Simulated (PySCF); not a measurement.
## Electronic structure of IO (charge −1) in real space

```xyz
2

I     0.0000    0.0000   -0.2212
O     0.0000    0.0000    1.7548
```

Core potentials replace the inner electrons of I.

Method: PBE0/def2-SVPD, non-relativistic Hamiltonian with scalar-relativistic core potentials where named, at a bond length of 1.976 Å (PySCF 2.14.0).

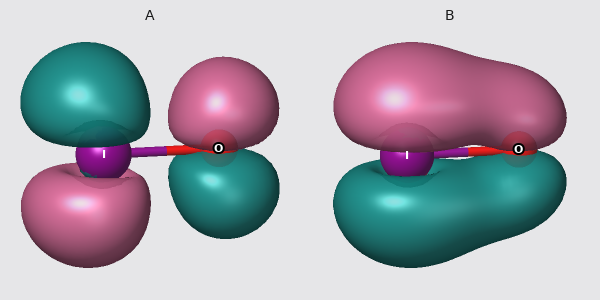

Figure 1. Two frontier orbitals, each drawn at the value that holds 80 % of its norm (teal and pink are the two phases), in no order; of a degenerate pair one member is drawn.

Question: Label each orbital by symmetry, say whether it is occupied, and order them by energy.

Answer: Orbital B: π, occupied, −3.17 eV; bonding, with no node between the atoms.
Orbital A: π, occupied, −0.44 eV; antibonding, with a node between the atoms.

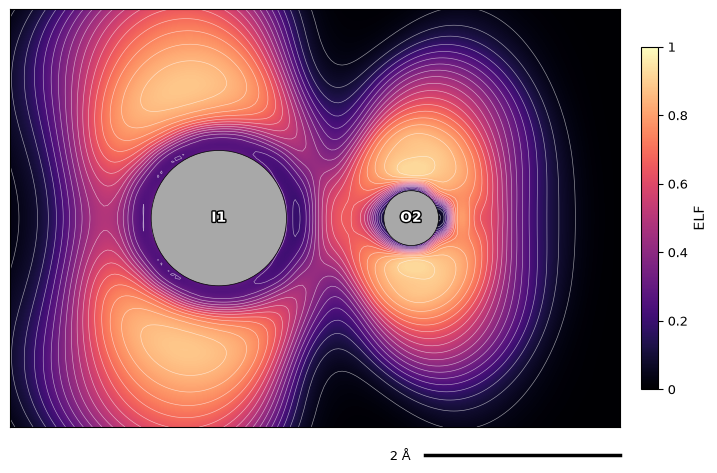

Figure 2. ELF on a plane that holds the molecular axis. Grey discs cover the atomic cores.

Question: Describe what can be read from this map.

Answer: The section cuts through I and O sites.
I–O (1.98 Å): the ELF peaks at about 0.65 in the valence shell of O, 0.7 Å from its nucleus, and is about 0.40 at the midpoint.
The ELF also peaks beside I1 and O2, away from the bonds: lone-pair regions.

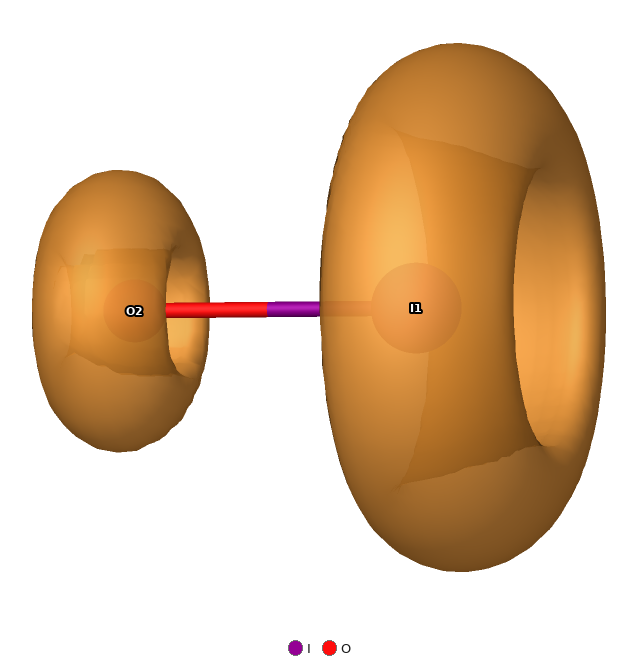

Figure 3. Isosurface of the ELF at 0.8 (orange), seen from one side. Only the valence region is drawn (cores and ρ < 0.01 e/Å³ removed).

Question: Where are the electrons localised?

Answer: The ELF exceeds this value in one ring or bowl of non-bonding electrons around I and one region wrapped around O (its lone pairs, merged into a ring or cap).
